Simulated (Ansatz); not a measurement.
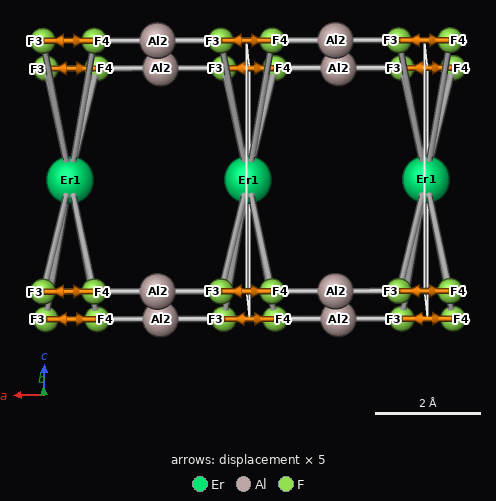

A relaxation of a crystal of ErAlF₂ (a generated structure, set up in Pmmm) (coarse preliminary run). The starting structure is drawn; orange arrows show the displacements (the part carried along by the change of the cell is left out), 5 times their true length.

The picture is a ball-and-stick view of the cell of the calculation, repeated 2 × 1 × 1 with one cell outlined, seen from a free direction.

These are results of DFT PBE, scalar-relativistic, plane waves, PAW; 4f electrons in the core of a trivalent norm-conserving potential (Ansatz), not measurements.

Input file:
```yaml
crystal:
  lattice:
    - [3.41324902, 0.0, 0.0]
    - [0.0, 4.35918945, 0.0]
    - [0.0, 0.0, 4.84596642]
  atoms:
    - { symbol: Er, position: [0.0, 0.5, 0.5] }
    - { symbol: Al, position: [0.5, 0.0, 0.0] }
    - { symbol: F, position: [0.1443198, 0.0, 0.0] }
    - { symbol: F, position: [0.8556802, 0.0, 0.0] }
basis:
  ecutwfc: 770
kpoints:
  mp_grid: { grid: [6, 4, 4] }
hamiltonian:
  xc: pbe
  pseudopotentials:
    kind: paw
    azcp: { Er: "pseudopotentials/pbe/nc/lanthanide_3plus/Er.nc.azcp" }
scf:
  occupations: { method: gaussian, width: 0.1 }
  lower_state_search: "off"
output:
  forces: true
  stress: true
  eigenvalues: true
relax:
  adjacent_minimum: "off"
  f_tol: 0.04
  max_steps: 70
  cell: { stress_tol: 0.4 }
```

Launched with:
```bash
ansatz run input.yaml --threads 1 --pin off --max-ram 2560MiB --backend cpu --events-out ev --progress --plain --runs-dir out
```

Which element moves most?

Fluorine: up to 0.17 Å, against 0.00 Å for aluminium.

What did the optimiser do to the structure, and how much energy did it gain?

After 42 accepted moves (45 points after the start) the energy has fallen by 10878 meV per atom. Largest force component: 1.9 eV/Å at the start, 0.019 eV/Å at the end. The pressure goes from 132.72 to 0.07 GPa. The SCF was repeated 3 times at an unchanged geometry on a basis and grid sized afresh for the cell, which shifted the energy by 207 meV per atom at most. The largest moves relative to the cell, 0.17 Å, are those of F3 and F4. F4 goes along +a. Al and Er stay in place. The volume changes by +10.4 %, with a 3.413 → 9.588 Å (+180.9 %), b 4.359 → 2.881 Å (−33.9 %), c 4.846 → 2.882 Å (−40.5 %). Some distances before and after: Er1–Er1 3.413 → 9.588 Å, Al2–F3 1.214 → 3.576 Å, Er1–Er1 (another image) 4.846 → 2.882 Å, Er1–Er1 (another image) 4.359 → 2.881 Å. Bonds break, among them: Al2–F3 (1.21 → 3.58 Å), Al2–F4 (1.21 → 3.58 Å), F3–F4 (0.99 → 2.44 Å). The space group (tolerance 0.01 Å) goes from Pmmm (No. 47) to P4/mmm (No. 123). The run took 5.9 min on 1 thread of Intel(R) Xeon(R) Processor @ 2.70GHz (shared host), peak memory 0.46 GiB.

Limits of the set-up: layers or molecules are held without a dispersion correction, so their spacing is unreliable.
